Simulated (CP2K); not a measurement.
# CH4Cl2SiSn (SMILES Cl[CH]1[SiH2][SnH]1[Cl]): GFN1-xTB

Aim: the energy difference between two shapes of CH4Cl2SiSn at GFN1-xTB, from 2 runs. 

The calculation is run with CP2K 2026.2.

3 further runs of the same task are left out: 3 set aside as unsound or not needed.

### 1 The molecule

The species is CH4Cl2SiSn (9 atoms), meant as a singlet with charge 0. SMILES: `Cl[CH]1[SiH2][SnH]1[Cl]`. Geometry: a rough force-field guess.

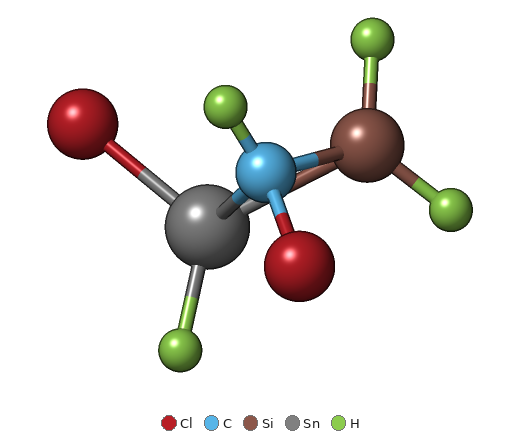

The structure, seen from a chosen angle (chlorine red, carbon blue, silicon brown, tin grey, hydrogen green).

### 2 Energy and gradient at GFN1-xTB

mol.inp reads:

```
&GLOBAL
 PROJECT_NAME mol
 RUN_TYPE ENERGY_FORCE
 PRINT_LEVEL MEDIUM
&END GLOBAL

&FORCE_EVAL
 METHOD Quickstep
 &DFT
  CHARGE 0
  MULTIPLICITY 1
  ! Quickstep
  &QS
   METHOD XTB
   EPS_DEFAULT 1.0E-10
   &XTB
    GFN_TYPE TBLITE
    &TBLITE
     METHOD GFN1
    &END TBLITE
    CHECK_ATOMIC_CHARGES F
   &END XTB
  &END QS
  ! no periodic images
  &POISSON
   PERIODIC NONE
   POISSON_SOLVER ANALYTIC
  &END POISSON
  ! self-consistent field
  &SCF
   SCF_GUESS ATOMIC
   EPS_SCF 1.0E-07
   MAX_SCF 150
   ADDED_MOS 2
   &DIAGONALIZATION
    ALGORITHM STANDARD
   &END DIAGONALIZATION
   &MIXING
    METHOD DIRECT_P_MIXING
    ALPHA 0.4
   &END MIXING
   &SMEAR ON
    METHOD FERMI_DIRAC
    ELECTRONIC_TEMPERATURE [K] 300
   &END SMEAR
  &END SCF
  &PRINT
   &MOMENTS
    PERIODIC F
    REFERENCE COM
    MAX_MOMENT 1
   &END MOMENTS
   &MO ON
    ENERGIES T
    OCCUPATION_NUMBERS T
    NDIGITS 6
    &EACH
     QS_SCF 0
    &END EACH
    ADD_LAST NUMERIC
   &END MO
   &HIRSHFELD OFF
   &END HIRSHFELD
  &END PRINT
 &END DFT
 &SUBSYS
  &CELL
   ABC [angstrom] 13.9 14.5 14.4
   PERIODIC NONE
  &END CELL
  &COORD
   Cl    -2.277400    -0.494300     0.231400
   C     -0.740800     0.312700     0.446900
   Si     0.498100    -0.879300     0.968800
   Sn     0.521400     0.255200    -1.332200
   Cl     1.659000     2.251500    -1.501600
   H     -0.726700     1.299700     0.987600
   H      1.619900    -0.325000     1.839200
   H      0.170100    -2.278300     0.926300
   H     -0.635100    -0.188600    -2.583500
  &END COORD
  &TOPOLOGY
   &CENTER_COORDINATES
   &END CENTER_COORDINATES
  &END TOPOLOGY
 &END SUBSYS
 ! extra output
 &PRINT
  &FORCES ON
  &END FORCES
 &END PRINT
&END FORCE_EVAL
```

The run is started by

```console
$ OMP_NUM_THREADS=1 cp2k.psmp -i mol.inp > mol.out 2>&1
```

Output:

```text
CP2K| version string:                                       CP2K version 2026.2
[...]
 GLOBAL| Method name                                                        CP2K
[...]
 GLOBAL| Run type                                                   ENERGY_FORCE
[...]
                             - Atoms:                                          9
[...]
                             - Spherical basis functions:                     48
[...]
 Number of electrons:                                                         30
[...]
  *** SCF run converged in    16 steps ***
[...]
  Fermi energy:                                                -0.33019289625225
[...]
 TB_DIPOLE| Moment [Debye]          0.86403230      -2.77601070       1.81460438
 TB_DIPOLE| Derivative [a.u.]       0.00000000       0.00000000       0.00000000
[...]
 ENERGY| Total FORCE_EVAL ( QS ) energy [hartree]            -17.067239892113754
 FORCES| Atomic forces [hartree/bohr]
 FORCES|   Atom     x               y               z               |f|
 FORCES|      1 -2.49741022E-02 -6.54971709E-03 -5.02395450E-05   2.58187354E-02
 FORCES|      2 -1.46708954E-02  5.26540536E-02  3.65100780E-02   6.57318060E-02
 FORCES|      3  3.54929083E-02 -4.52143728E-03  8.17346463E-03   3.67014367E-02
 FORCES|      4  2.98923446E-02 -4.46367463E-02 -2.78572814E-02   6.05146223E-02
 FORCES|      5  3.80191242E-03  2.19890920E-02 -4.21935565E-03   2.27107390E-02
 FORCES|      6 -1.77200537E-02 -1.44279210E-02 -6.78782264E-03   2.38377798E-02
 FORCES|      7 -1.31263164E-02 -1.38339299E-02 -1.11903356E-02   2.21111150E-02
 FORCES|      8  2.96372478E-03 -1.84237516E-03  3.64188137E-03   5.04393802E-03
 FORCES|      9 -1.65952237E-03  1.11689811E-02  1.77961086E-03   1.14309741E-02
 FORCES| Sum     2.25514052E-17  6.07153217E-17  2.58040117E-17
 FORCES| Total atomic force                                       6.97191737E-17
[...]
```

It took 0.3 s on 1 thread of Arm Neoverse V1, shared host.

### 3 The distorted shape at the same level

calc.inp reads:

```
&GLOBAL
  PROJECT_NAME calc
  RUN_TYPE ENERGY_FORCE
  PRINT_LEVEL MEDIUM
&END

&FORCE_EVAL
  METHOD QUICKSTEP
  &DFT
    CHARGE 0
    MULTIPLICITY 1
    &QS
      METHOD XTB
      EPS_DEFAULT 1.0E-10
      &XTB
        GFN_TYPE TBLITE
        &TBLITE
          METHOD GFN1
        &END
        CHECK_ATOMIC_CHARGES F
      &END
    &END
    &POISSON
      PERIODIC NONE
      POISSON_SOLVER ANALYTIC
    &END
    &SCF
      SCF_GUESS ATOMIC
      EPS_SCF 1.0E-07
      MAX_SCF 150
      ADDED_MOS 2
      &DIAGONALIZATION
        ALGORITHM STANDARD
      &END
      &MIXING
        METHOD DIRECT_P_MIXING
        ALPHA 0.4
      &END
      &SMEAR ON
        METHOD FERMI_DIRAC
        ELECTRONIC_TEMPERATURE [K] 300
      &END
    &END
    &PRINT
      &MOMENTS
        PERIODIC F
        REFERENCE COM
        MAX_MOMENT 1
      &END
      &MO ON
        ENERGIES T
        OCCUPATION_NUMBERS T
        NDIGITS 6
        &EACH
          QS_SCF 0
        &END
        ADD_LAST NUMERIC
      &END
      &HIRSHFELD OFF
      &END
    &END
  &END
  &SUBSYS
    &CELL
      ABC [angstrom] 13.9 14.5 14.4
      PERIODIC NONE
    &END
    &COORD
      Cl    -2.277400    -0.494300     0.231400
      C     -0.616892     0.193482     0.499098
      Si     0.498100    -0.879300     0.968800
      Sn     0.521400     0.255200    -1.332200
      Cl     1.659000     2.251500    -1.501600
      H     -0.726700     1.299700     0.987600
      H      1.619900    -0.325000     1.839200
      H      0.170100    -2.278300     0.926300
      H     -0.635100    -0.188600    -2.583500
    &END
    &TOPOLOGY
      &CENTER_COORDINATES
      &END
    &END
  &END
  &PRINT
    &FORCES ON
    &END
  &END
&END
```

The run is started by

```console
$ OMP_NUM_THREADS=1 cp2k.psmp -i calc.inp -o calc.out
```

Output:

```text
CP2K| version string:                                       CP2K version 2026.2
[...]
 GLOBAL| Method name                                                        CP2K
[...]
 GLOBAL| Run type                                                   ENERGY_FORCE
[...]
                             - Atoms:                                          9
[...]
                             - Spherical basis functions:                     48
[...]
 Number of electrons:                                                         30
[...]
  *** SCF run converged in    15 steps ***
[...]
  Fermi energy:                                                -0.32994863428039
[...]
 TB_DIPOLE| Moment [Debye]          0.79729274      -2.59504631       1.74125926
 TB_DIPOLE| Derivative [a.u.]       0.00000000       0.00000000       0.00000000
[...]
 ENERGY| Total FORCE_EVAL ( QS ) energy [hartree]            -17.027176047338429
 FORCES| Atomic forces [hartree/bohr]
 FORCES|   Atom     x               y               z               |f|
 FORCES|      1 -4.27450746E-03 -9.28232057E-04  2.49334248E-03   5.03485705E-03
 FORCES|      2 -1.64607391E-01  1.74740162E-01  1.48465286E-02   2.40520554E-01
 FORCES|      3  1.33303146E-01 -9.99430835E-02  5.39817179E-02   1.75135304E-01
 FORCES|      4  4.82614088E-02 -5.00870933E-02 -4.53982448E-02   8.30595035E-02
 FORCES|      5  2.20220165E-03  2.51150547E-02 -3.13955361E-03   2.54061500E-02
 FORCES|      6 -2.04749072E-03 -4.50183506E-02 -1.60395406E-02   4.78342029E-02
 FORCES|      7 -1.20409830E-02 -1.41483796E-02 -1.19728975E-02   2.21023119E-02
 FORCES|      8  5.04712678E-03 -2.70686015E-03  2.34805247E-03   6.18982480E-03
 FORCES|      9 -5.84351188E-03  1.29767824E-02  2.88059505E-03   1.45203767E-02
 FORCES| Sum    -4.68375339E-17 -1.07552856E-16 -5.16080234E-17
 FORCES| Total atomic force                                       1.28159117E-16
[...]
```

Run time: 0.31 s. Hardware: 1 thread of Arm Neoverse V1, shared host.

### 4 Outcome

At GFN1-xTB:

```
                                                  quantity         value
                                 first shape: total energy  -17.06724 Eh
    first shape: dipole moment (from atomic charges alone)        3.43 D
                                  first shape: HOMO energy     -10.16 eV
                                  first shape: LUMO energy      -8.09 eV
                                first shape: HOMO–LUMO gap       2.07 eV
                     first shape: largest force on an atom    3.380 eV/Å
                             distorted shape: total energy  -17.02718 Eh
distorted shape: dipole moment (from atomic charges alone)        3.23 D
                              distorted shape: HOMO energy     -10.08 eV
                              distorted shape: LUMO energy      -8.08 eV
                            distorted shape: HOMO–LUMO gap       2.00 eV
                 distorted shape: largest force on an atom   12.368 eV/Å
                    energy change with the atoms displaced      1.090 eV
```

With the atoms displaced the energy rises by 1.09 eV (25 kcal/mol). The first shape isn't relaxed at this level, so the change isn't measured from a minimum. The largest force (first shape) is 3.38 eV/Å: the shape isn't a stationary point for this species at this level. The dipole (first shape) comes from point charges on the atoms alone, without atomic dipoles, so it is partial. The dipole (distorted shape) comes from point charges on the atoms alone, without atomic dipoles, so it is partial.
